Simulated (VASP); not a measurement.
Consider the following.

```
Sn
1.0
   -2.93621     2.93621     1.59758
    2.93621    -2.93621     1.59758
    2.93621     2.93621    -1.59758
Sn
2
Direct
  0.25000   0.75000   0.50000
  0.00000   0.00000   0.00000
```

Calculation: r2SCAN meta-GGA, VASP's PBE PAW potentials (set 64) (plane waves; VASP). Run with 520 eV cut-off, 14×14×14 Γ-centred mesh, tetrahedra with Blöchl corrections, potentials Sn_d.

Unless said otherwise, spin-orbit coupling is left out, though it shifts the bands of the heavy elements here.

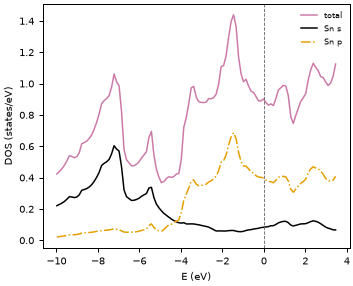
Figure. Total and projected density of states, zero at the Fermi level

Within 2 eV below the Fermi level the largest weight inside VASP's projection spheres is Sn p.

It has no gap at this level: it comes out as a metal or semimetal.

The compound is Sn in the beta structure. It was relaxed first.
